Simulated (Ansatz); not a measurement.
C2HF5O

```xyz
9

C    -1.6946    0.5791   -0.3554
C    -1.0279   -0.2705   -1.4536
F    -0.9667    0.4706    0.7723
F    -1.6363    1.8742   -0.7199
F    -1.0189   -1.5472   -1.1013
F    -1.6880   -0.1418   -2.5947
F     0.2212    0.1335   -1.6332
O    -2.9547    0.1638   -0.1806
H    -3.3690    0.7002    0.5094
```

Geometry: PBE0-D4/def2-SVP.

Level of theory: isolated molecule in a Gaussian basis; Kohn-Sham density functional theory, functional PBE0 in Ansatz.

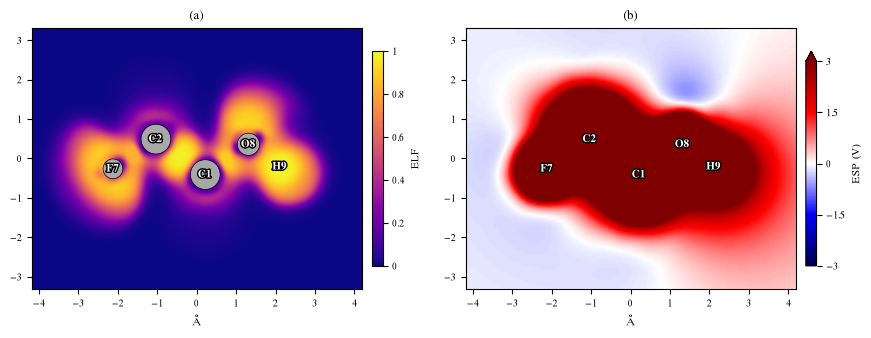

Figure 1. (a) electron localisation function; (b) electrostatic potential on the plane of atoms C1, O8 and H9. Grey discs cover the atomic cores in the ELF map.

### Interpret the plot.

- Atoms in the plane: C, F, O and H.
- C–F (1.33 Å): the ELF peaks at about 0.85 between the atoms (a polar covalent bond).
- C–O (1.34 Å): the ELF peaks at about 0.90 between the atoms (a shared but strongly polarised pair).
- C–C (1.54 Å): the ELF peaks at about 1 between the atoms: a covalent bond.
- O–H (0.97 Å): the ELF climbs to about 1 towards the hydrogen, as it does in any bond to H; an ordinary covalent bond to hydrogen.
- The ELF also peaks beside F7 and O8, away from the bonds: lone-pair regions.
- Outside the dense part of the molecule the potential is most negative (−0.6 V) near O8.

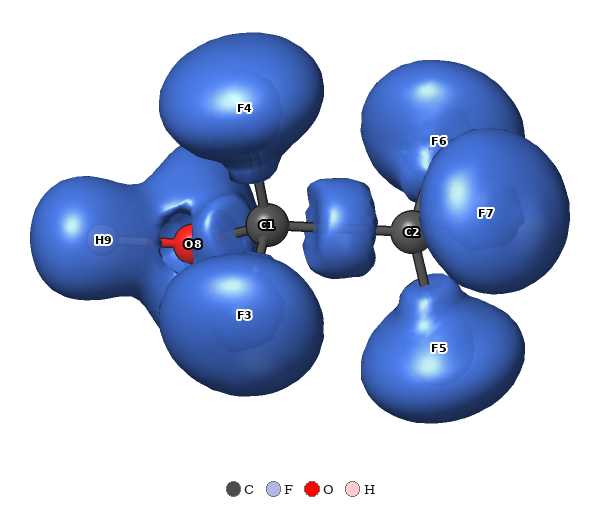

Figure 2. Isosurface of the ELF at 0.75 (blue), seen from one side. Core shells and regions of very low density are left out.

### Where are the electrons localised?

The surface consists of one region between bonded C–C atoms (shared pairs), five regions on F in which the atom's valence shell and bonds are merged and one joined region spread over several atoms (H, O), in which their bonds and any lone pairs are merged. Along the contacts the grid gives the following. C–F (1.32 Å): the ELF peaks at about 0.85 between the atoms; a polar covalent bond.

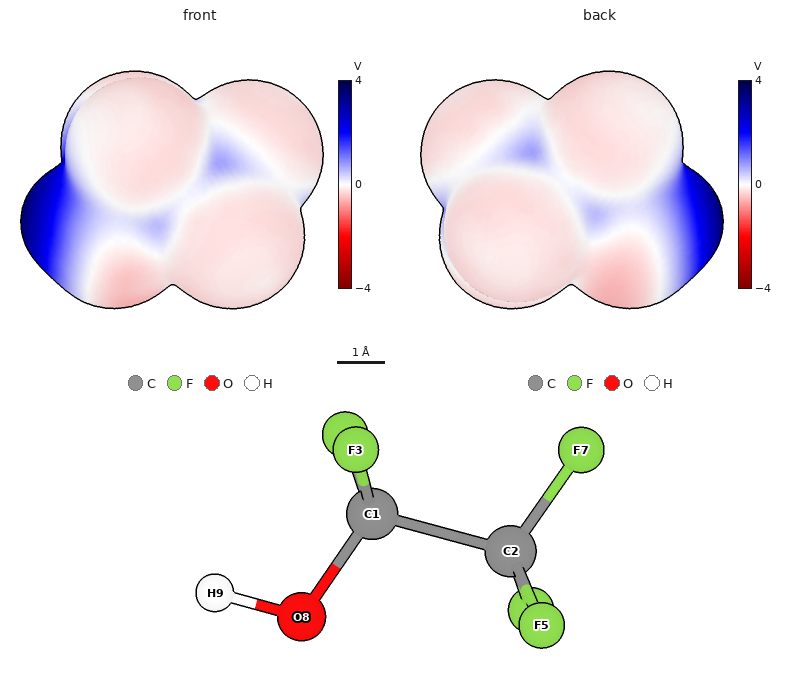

Figure 3. The molecular electrostatic potential painted on the density surface at 0.002 e/bohr³, seen from the front and from behind; red is negative and blue positive. The bare structure is drawn below in the same view.

### Where is the surface potential most negative and most positive?

The most negative region (about −0.6 V, or −14 kcal/mol for a unit charge) lies over O8, the most positive (about +3.5 V, or +81 kcal/mol for a unit charge) over H9.

### What dipole moment does the calculation give?

Its dipole moment is 2.10 D.
